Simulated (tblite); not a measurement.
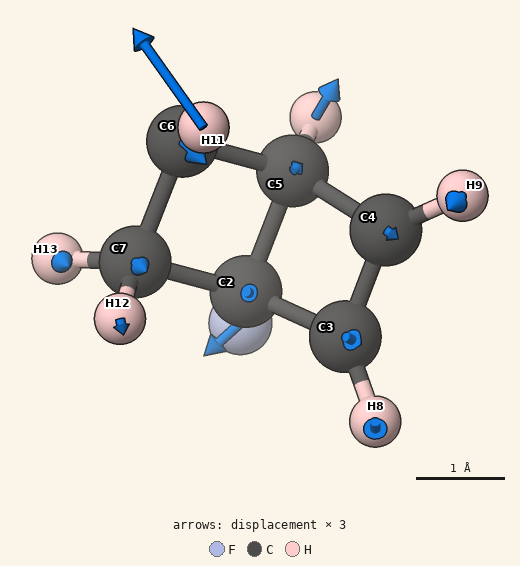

A relaxation of C₆H₆F (multiplicity 2). The starting structure is drawn; blue arrows show the displacements, 3 times their true length. The two geometries are superimposed by the best rigid fit.

The picture is a ball-and-stick view, seen at a tilt.

Theory: tblite 0.8.0, GFN2-xTB geometry optimisation, gas phase. 

> What happened in the run?

The atom that moves furthest after the best rigid fit is an H atom (0.49 Å). Largest moves by element: H 0.49 Å, F 0.19 Å, C 0.15 Å. Among the contacts that change: C–C 1.458 → 1.522 Å, C–C 1.486 → 1.548 Å, C–H 1.126 → 1.072 Å, C–C 1.503 → 1.555 Å. Bond angles that change, for instance: C–C–H 109.1° → 129.6°, C–C–H 113.4° → 130.1°, F–C–C 115.8° → 124.5°. The energy falls by 0.673 eV in 46 geometry steps. The run took 0.16 s on 1 thread of Arm Neoverse V2, on a shared host.
